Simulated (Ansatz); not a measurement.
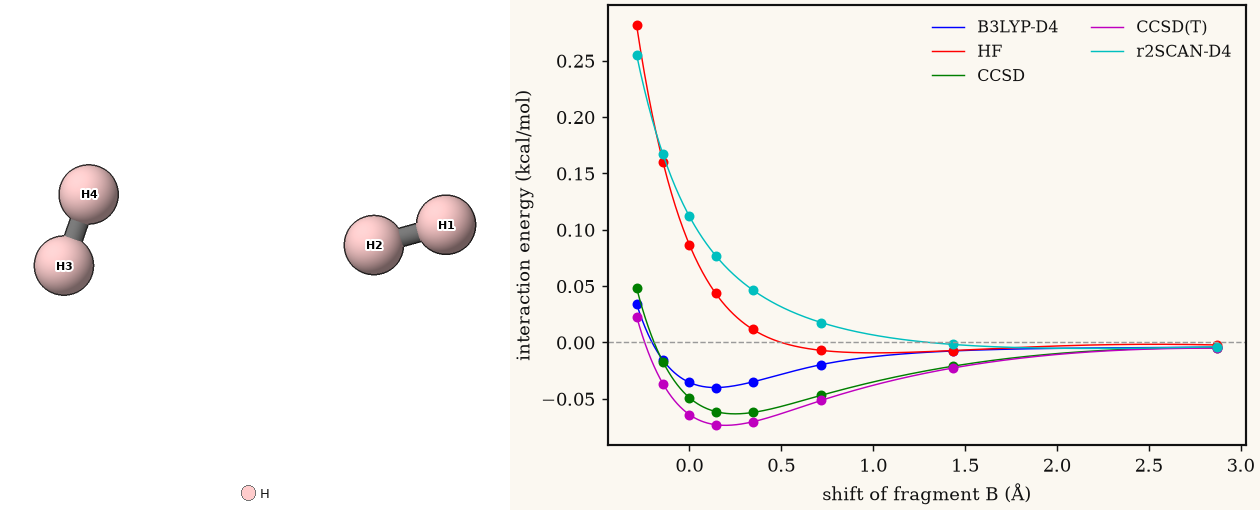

Interaction curve of the pair H₂ (A) and H₂ (B), SMILES [H][H].[H][H], from the arrangement drawn (closest contact, H···H pairs aside, H2···H4 2.87 Å; others can bind more strongly), without the energy that it costs to deform the partners. The Ansatz code 0.2.0, def2-TZVPPD, cores frozen in correlated methods. Fragment B of a pair is moved rigidly from the minimum (PBE0-D4/def2-TZVP) along the line between the fragments' mean atom positions; interaction energies with counterpoise. Splines pass through the computed points, which are marked.

Order the curves at −0.29 Å, where they differ most.

CCSD(T) 0.02, B3LYP-D4 0.03, CCSD 0.05, r2SCAN-D4 0.26, HF 0.28 kcal/mol, from lowest to highest.

Give the values at the computed points.

In kcal/mol:
```tsv
shift of fragment B (Å)	B3LYP-D4	HF	CCSD	CCSD(T)	r2SCAN-D4
−0.29	0.03	0.28	0.05	0.02	0.26
−0.14	−0.02	0.16	−0.02	−0.04	0.17
0.00	−0.04	0.09	−0.05	−0.06	0.11
0.14	−0.04	0.04	−0.06	−0.07	0.08
0.34	−0.03	0.01	−0.06	−0.07	0.05
0.72	−0.02	−0.01	−0.05	−0.05	0.02
1.44	−0.01	−0.01	−0.02	−0.02	0.00
2.87	0.00	0.00	0.00	−0.01	0.00
```
